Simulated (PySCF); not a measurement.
**Er(OH)3: other functionals and bases at one geometry**

How far do other levels of theory move the description of Er(OH)3, and what does each cost? It is a constructed species; whether it can be made isn't addressed.

The runs use PySCF 2.14.0; several levels, as the steps say, no spin–orbit coupling.

2 further runs of the same task are left out: 1 for a known fault of the program, 1 that didn't finish.

### 1 The starting structure

7 atoms, charge 0, spin multiplicity 1.

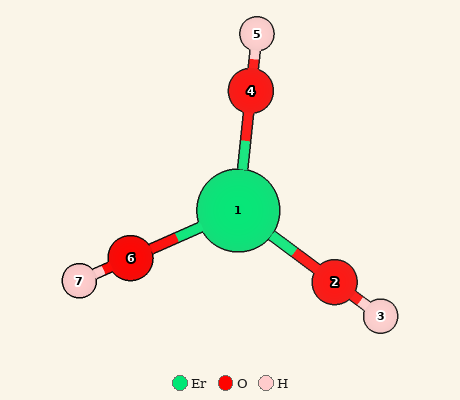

The structure; erbium green, oxygen red, hydrogen pink; atoms are numbered from 1 in the order of the file.

As a file:

```mol
ErH3O3
  3D, bonds by distance, orders not assigned

  7  6  0  0  0  0  0  0  0  0999 V2000
    0.0000   -0.0000    0.1049 Er  0  0
    2.0321   -0.0000    0.1379 O   0  0
    2.9984   -0.0000    0.1657 H   0  0
   -1.0160    1.7598    0.1379 O   0  0
   -1.4992    2.5967    0.1657 H   0  0
   -1.0160   -1.7598    0.1379 O   0  0
   -1.4992   -2.5967    0.1657 H   0  0
  1  2  8  0
  1  4  8  0
  1  6  8  0
  2  3  8  0
  4  5  8  0
  6  7  8  0
M  END
```

Formal oxidation states: Er +3. Each metal's 11 4f electrons lie in its core potential, so multiplicities, spins and levels count the valence alone. An earlier session relaxed this geometry at BP86, Er lcecp-1-SVP with ECP57, O def2-SVP, H def2-SVP (singlet, point group C3v).

At BP86 on the finer grid: E = -265.795916 Eh, HOMO -6.04 eV, LUMO -2.01 eV, Mulliken charge on Er1 +0.85 e, largest force component 0.005 eV/Å. 

Levels to run: M06-L; HF; BLYP; CAM-B3LYP; BP86, TZVP. Hardware: 2 threads of Arm Neoverse V2, shared host.

### 2 M06-L

run.py (the lines that set the calculation) reads:

```python
mol = gto.M(atom='''
Er     0.00000     0.00000     0.10494
O      2.03209     0.00000     0.13792
H      2.99839     0.00000     0.16571
O     -1.01604     1.75984     0.13792
H     -1.49919     2.59668     0.16571
O     -1.01605    -1.75984     0.13792
H     -1.49920    -2.59668     0.16571''',
    basis={'Er': 'lcecp-1-SVP', 'O': 'def2-SVP', 'H': 'def2-SVP'},
    ecp={'Er': 'lcecp-1-SVP'},
    charge=0, spin=0)
mf = dft.RKS(mol, xc='M06L')
mf.grids.atom_grid = (75, 302)  # f atoms: unpruned, at least (60, 302)
mf = mf.density_fit()  # fitting sets: Er AutoAux, O def2-universal-JKFIT, H def2-universal-JKFIT
mf.conv_tol = 1e-08; mf.max_cycle = 55
mf.kernel(dm0)  # dm0: the density of the relaxed state
```

The run is started by

```
OMP_NUM_THREADS=2 python run.py
```

The log of the run:

```text
init E= -265.700580584192
  HOMO = -0.238622979504837  LUMO = -0.0249876009628984  gap/eV = 5.81331
cycle= 1 E= -265.706711082576  delta_E= -0.00613  |g|= 0.118  |ddm|= 0.334
  HOMO = -0.207700458843269  LUMO = -0.0335810605194311  gap/eV = 4.73803
cycle= 2 E= -265.696754395925  delta_E= 0.00996  |g|= 0.249  |ddm|= 0.256
  HOMO = -0.225313363202173  LUMO = -0.0284227658555096  gap/eV = 5.35767
cycle= 3 E= -265.709736681834  delta_E= -0.013  |g|= 0.00755  |ddm|= 0.169
  HOMO = -0.22434813191644  LUMO = -0.0272323111726358  gap/eV = 5.36379
cycle= 4 E= -265.709748970915  delta_E= -1.23e-05  |g|= 0.00249  |ddm|= 0.0105
  HOMO = -0.224299568218039  LUMO = -0.0273531392706197  gap/eV = 5.35919
cycle= 5 E= -265.70975068573  delta_E= -1.71e-06  |g|= 0.000279  |ddm|= 0.00296
  HOMO = -0.22427412558624  LUMO = -0.0273789691854667  gap/eV = 5.35779
cycle= 6 E= -265.709750701386  delta_E= -1.57e-08  |g|= 9.16e-05  |ddm|= 0.000231
  HOMO = -0.224273762486285  LUMO = -0.0273803399373378  gap/eV = 5.35774
cycle= 7 E= -265.709750702959  delta_E= -1.57e-09  |g|= 2.75e-05  |ddm|= 7.52e-05
  HOMO = -0.224273175312492  LUMO = -0.0273818117852898  gap/eV = 5.35769
Extra cycle  E= -265.709750702447  delta_E= 5.12e-10  |g|= 5.72e-05  |ddm|= 6e-05
converged SCF energy = -265.709750702447
```

It took 5.5 s on 2 threads of Arm Neoverse V2, shared host.

It gives: E = -265.709751 Eh, HOMO -6.10 eV, LUMO -0.75 eV, Mulliken charge on Er1 +1.21 e, largest force component 0.688 eV/Å. 

### 3 HF

run.py (the lines that set the calculation), as its differences from that of step 2:

```diff
@@ -11,4 +11,3 @@
     charge=0, spin=0)
-mf = dft.RKS(mol, xc='M06L')
-mf.grids.atom_grid = (75, 302)  # f atoms: unpruned, at least (60, 302)
+mf = scf.RHF(mol)
 mf = mf.density_fit()  # fitting sets: Er AutoAux, O def2-universal-JKFIT, H def2-universal-JKFIT
```

The run is started by

```
OMP_NUM_THREADS=2 python run.py
```

The log of the run:

```text
init E= -264.110067373876
  HOMO = -0.448082409868875  LUMO = 0.0408834402351452  gap/eV = 13.30544
cycle= 1 E= -264.156309808831  delta_E= -0.0462  |g|= 0.0995  |ddm|= 0.577
  HOMO = -0.436084443126065  LUMO = 0.0319657076502899  gap/eV = 12.73629
cycle= 2 E= -264.158541518883  delta_E= -0.00223  |g|= 0.0338  |ddm|= 0.13
  HOMO = -0.443043465439413  LUMO = 0.0331721511272605  gap/eV = 12.95849
cycle= 3 E= -264.158860912777  delta_E= -0.000319  |g|= 0.0179  |ddm|= 0.0351
  HOMO = -0.439648001454908  LUMO = 0.0332995774777025  gap/eV = 12.86956
cycle= 4 E= -264.158925241307  delta_E= -6.43e-05  |g|= 0.00238  |ddm|= 0.0146
  HOMO = -0.439660802394735  LUMO = 0.0330443875128168  gap/eV = 12.86296
cycle= 5 E= -264.158927932599  delta_E= -2.69e-06  |g|= 0.000652  |ddm|= 0.00417
  HOMO = -0.439576290307883  LUMO = 0.0330690882334608  gap/eV = 12.86134
cycle= 6 E= -264.158928216095  delta_E= -2.83e-07  |g|= 0.000108  |ddm|= 0.00139
  HOMO = -0.439562256867688  LUMO = 0.0330684816333253  gap/eV = 12.86094
cycle= 7 E= -264.15892822569  delta_E= -9.6e-09  |g|= 2.93e-05  |ddm|= 0.000205
  HOMO = -0.439558843902974  LUMO = 0.0330672683740723  gap/eV = 12.86081
Extra cycle  E= -264.158928226307  delta_E= -6.17e-10  |g|= 1.41e-05  |ddm|= 3.78e-05
converged SCF energy = -264.158928226307
```

It took 1.7 s on 2 threads of Arm Neoverse V2, shared host.

Result: E = -264.158928 Eh, HOMO -11.96 eV, LUMO 0.90 eV, Mulliken charge on Er1 +1.55 e, largest force component 1.943 eV/Å. 

### 4 BLYP

run.py (the lines that set the calculation), as its differences from that of step 3:

```diff
@@ -11,3 +11,4 @@
     charge=0, spin=0)
-mf = scf.RHF(mol)
+mf = dft.RKS(mol, xc='BLYP')
+mf.grids.atom_grid = (75, 302)  # f atoms: unpruned, at least (60, 302)
 mf = mf.density_fit()  # fitting sets: Er AutoAux, O def2-universal-JKFIT, H def2-universal-JKFIT
```

The run is started by

```
OMP_NUM_THREADS=2 python run.py
```

The log of the run:

```text
init E= -265.670164722627
  HOMO = -0.213948219962727  LUMO = -0.0748564990590523  gap/eV = 3.78488
cycle= 1 E= -265.670632032033  delta_E= -0.000467  |g|= 0.0528  |ddm|= 0.116
  HOMO = -0.205336468581072  LUMO = -0.0784858038383156  gap/eV = 3.45178
cycle= 2 E= -265.667550564669  delta_E= 0.00308  |g|= 0.134  |ddm|= 0.116
  HOMO = -0.214186414753504  LUMO = -0.0773910857811018  gap/eV = 3.72239
cycle= 3 E= -265.671159777066  delta_E= -0.00361  |g|= 0.00391  |ddm|= 0.0887
  HOMO = -0.213692318082894  LUMO = -0.0772682637858182  gap/eV = 3.71229
cycle= 4 E= -265.671163146417  delta_E= -3.37e-06  |g|= 0.000224  |ddm|= 0.00306
  HOMO = -0.213683761332342  LUMO = -0.0772847076634484  gap/eV = 3.71161
cycle= 5 E= -265.671163160144  delta_E= -1.37e-08  |g|= 6.72e-05  |ddm|= 0.000309
  HOMO = -0.213676684886193  LUMO = -0.0772764691453105  gap/eV = 3.71164
cycle= 6 E= -265.671163161393  delta_E= -1.25e-09  |g|= 1.7e-05  |ddm|= 8.99e-05
  HOMO = -0.213679013562676  LUMO = -0.077276606977069  gap/eV = 3.71170
Extra cycle  E= -265.671163161049  delta_E= 3.44e-10  |g|= 4.47e-05  |ddm|= 4.04e-05
converged SCF energy = -265.671163161049
```

It took 3.7 s on 2 threads of Arm Neoverse V2, shared host.

Read off: E = -265.671163 Eh, HOMO -5.81 eV, LUMO -2.10 eV, Mulliken charge on Er1 +0.81 e, largest force component 0.206 eV/Å. 

### 5 CAM-B3LYP

run.py (the lines that set the calculation), as its differences from that of step 4:

```diff
@@ -11,3 +11,3 @@
     charge=0, spin=0)
-mf = dft.RKS(mol, xc='BLYP')
+mf = dft.RKS(mol, xc='CAMB3LYP')
 mf.grids.atom_grid = (75, 302)  # f atoms: unpruned, at least (60, 302)
```

The run is started by

```
OMP_NUM_THREADS=2 python run.py
```

The log of the run:

```text
init E= -265.630439558273
  HOMO = -0.340828970081621  LUMO = -0.0179447361821445  gap/eV = 8.78613
cycle= 1 E= -265.633937243445  delta_E= -0.0035  |g|= 0.0866  |ddm|= 0.209
  HOMO = -0.32173966645631  LUMO = -0.0247540363924657  gap/eV = 8.08139
cycle= 2 E= -265.632661782158  delta_E= 0.00128  |g|= 0.12  |ddm|= 0.133
  HOMO = -0.334365392217396  LUMO = -0.0234077140991005  gap/eV = 8.46159
cycle= 3 E= -265.635366985349  delta_E= -0.00271  |g|= 0.00566  |ddm|= 0.0737
  HOMO = -0.333541494741928  LUMO = -0.0227743434193357  gap/eV = 8.45640
cycle= 4 E= -265.635373564386  delta_E= -6.58e-06  |g|= 0.00164  |ddm|= 0.00556
  HOMO = -0.333524677222211  LUMO = -0.0229652625138463  gap/eV = 8.45075
cycle= 5 E= -265.635374268863  delta_E= -7.04e-07  |g|= 0.000135  |ddm|= 0.00225
  HOMO = -0.333522819957434  LUMO = -0.0229782331250554  gap/eV = 8.45035
cycle= 6 E= -265.635374277635  delta_E= -8.77e-09  |g|= 2.11e-05  |ddm|= 0.000309
  HOMO = -0.333522564862908  LUMO = -0.0229775781971888  gap/eV = 8.45036
Extra cycle  E= -265.635374277913  delta_E= -2.78e-10  |g|= 6.02e-06  |ddm|= 4.28e-05
converged SCF energy = -265.635374277913
```

It took 4.5 s on 2 threads of Arm Neoverse V2, shared host.

Result: E = -265.635374 Eh, HOMO -9.08 eV, LUMO -0.63 eV, Mulliken charge on Er1 +1.02 e, largest force component 0.550 eV/Å. 

### 6 BP86, TZVP

Basis: Er lcecp-1-TZVP with ECP57, O def2-TZVP, H def2-TZVP. 

run.py (the lines that set the calculation) reads:

```python
mol = gto.M(atom='''
Er     0.00000     0.00000     0.10494
O      2.03209     0.00000     0.13792
H      2.99839     0.00000     0.16571
O     -1.01604     1.75984     0.13792
H     -1.49919     2.59668     0.16571
O     -1.01605    -1.75984     0.13792
H     -1.49920    -2.59668     0.16571''',
    basis={'Er': 'lcecp-1-TZVP', 'O': 'def2-TZVP', 'H': 'def2-TZVP'},
    ecp={'Er': 'lcecp-1-TZVP'},
    charge=0, spin=0)
mf = dft.RKS(mol, xc='B88,P86')
mf.grids.atom_grid = (75, 302)  # f atoms: unpruned, at least (60, 302)
mf = mf.density_fit()  # fitting sets: Er AutoAux, O def2-universal-JKFIT, H def2-universal-JKFIT
mf.conv_tol = 1e-08; mf.max_cycle = 55
mf.kernel(dm0)  # dm0: free metal ions and neutral atoms
```

The run is started by

```
OMP_NUM_THREADS=2 python run.py
```

The log of the run:

```text
init E= -270.22457312381
  HOMO = -0.30054203197201  LUMO = -0.137857178849664  gap/eV = 4.42688
cycle= 1 E= -266.021134337368  delta_E=  4.2  |g|= 0.619  |ddm|= 2.25
  HOMO = -0.194170220921074  LUMO = -0.0376241440502376  gap/eV = 4.25984
cycle= 2 E= -266.019711446359  delta_E= 0.00142  |g|= 0.481  |ddm|= 0.84
  HOMO = -0.247966760972657  LUMO = -0.0859759343374087  gap/eV = 4.40799
cycle= 3 E= -266.068152573325  delta_E= -0.0484  |g|= 0.199  |ddm|= 0.53
  HOMO = -0.226912327111722  LUMO = -0.0777406965529543  gap/eV = 4.05917
cycle= 4 E= -266.072179681416  delta_E= -0.00403  |g|= 0.121  |ddm|= 0.141
  HOMO = -0.233369087889053  LUMO = -0.0742803341907674  gap/eV = 4.32903
cycle= 5 E= -266.075053213193  delta_E= -0.00287  |g|= 0.00893  |ddm|= 0.0672
  HOMO = -0.233393443858885  LUMO = -0.0750474016053531  gap/eV = 4.30882
cycle= 6 E= -266.075073346159  delta_E= -2.01e-05  |g|= 0.000705  |ddm|= 0.0107
  HOMO = -0.23330470777252  LUMO = -0.074992135769989  gap/eV = 4.30790
cycle= 7 E= -266.075073450712  delta_E= -1.05e-07  |g|= 9.41e-05  |ddm|= 0.000659
  HOMO = -0.233315065125268  LUMO = -0.0749962973626985  gap/eV = 4.30807
cycle= 8 E= -266.075073452423  delta_E= -1.71e-09  |g|= 1.99e-05  |ddm|= 6.06e-05
  HOMO = -0.233317352494335  LUMO = -0.07499582865535  gap/eV = 4.30815
Extra cycle  E= -266.075073452057  delta_E= 3.65e-10  |g|= 4.89e-05  |ddm|= 3.3e-05
converged SCF energy = -266.075073452057
```

Run time: 9.5 s. Hardware: 2 threads of Arm Neoverse V2, shared host.

Result: E = -266.075073 Eh, HOMO -6.35 eV, LUMO -2.04 eV, Mulliken charge on Er1 +1.53 e, largest force component 0.308 eV/Å. 

### 7 All levels side by side

| level | state | HOMO (eV) | gap (eV) | charge on Er1 (e) | dipole (D) | largest force (eV/Å) | basis functions | time |
| --- | --- | --- | --- | --- | --- | --- | --- | --- |
| BP86 (relaxed here) | singlet | -6.04 | 4.03 | 0.85 | 0.11 | 0.00 | 90 | 8.1 s |
| M06-L | singlet | -6.10 | 5.36 | 1.21 | 0.12 | 0.69 | 90 | 5.5 s |
| HF | singlet | -11.96 | 12.86 | 1.55 | 0.15 | 1.94 | 90 | 1.7 s |
| BLYP | singlet | -5.81 | 3.71 | 0.81 | 0.11 | 0.21 | 90 | 3.7 s |
| CAM-B3LYP | singlet | -9.08 | 8.45 | 1.02 | 0.12 | 0.55 | 90 | 4.5 s |
| BP86, TZVP | singlet | -6.35 | 4.31 | 1.53 | 0.12 | 0.31 | 158 | 9.5 s |

Times are on 2 threads of Arm Neoverse V2, shared host; the first row also made further properties.

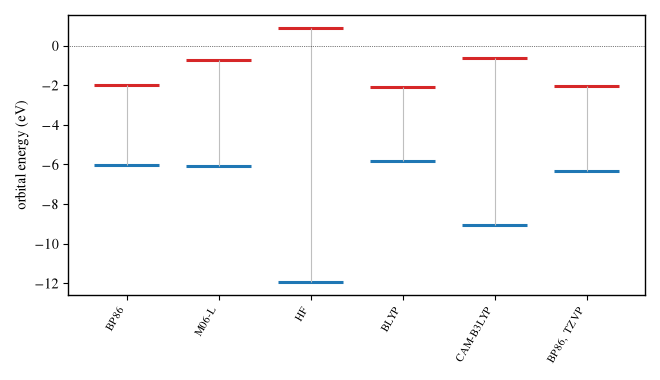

Highest filled and lowest empty level, method by method.

In one basis the HOMO–LUMO gap runs from 3.71 eV (BLYP) to 12.86 eV (HF). The largest leftover force, 1.94 eV/Å with HF, stands at a geometry relaxed at another level. The Mulliken charge on Er spans +0.81 to +1.55 e over the levels. With 4f in the core, its levels are missing from HOMO and gap. Total energies of different levels can't be compared. Spin–orbit coupling is left out throughout.
